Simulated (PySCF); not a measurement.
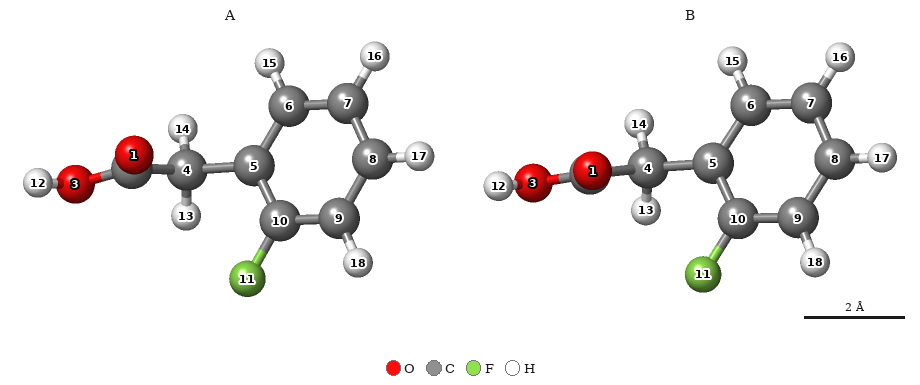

Two geometries of C8H7FO2, drawn at one scale. One is the start of a relaxation, the other its converged end. A ball-and-stick model, seen at a tilt.

All numbers below come from PySCF, PBE0-D3(BJ)/def2-SVP geometry optimisation, gas phase. 

**Which one is relaxed?**

Structure B is the relaxed one. The start comes from GFN2-xTB. Its atoms were then displaced at random by about 0.01 Å. The energy falls by 0.170 eV in 12 geometry steps. The largest move after the best rigid fit is that of an O atom, 0.32 Å. By element the largest moves are O 0.32 Å, H 0.17 Å, F 0.17 Å, C 0.12 Å. Some distances before and after: C–C 1.532 → 1.496 Å, C–C 1.482 → 1.513 Å, C–H 1.068 → 1.093 Å, C–H 1.082 → 1.102 Å. Among the angles between lasting bonds that change: C–O–H 111.8° → 106.4°, C–C–H 107.9° → 111.7°, C–C–H 110.6° → 107.3°. The run took 2.4 min on 2 threads of Intel(R) Xeon(R) Platinum 8488C, with other jobs on the host.
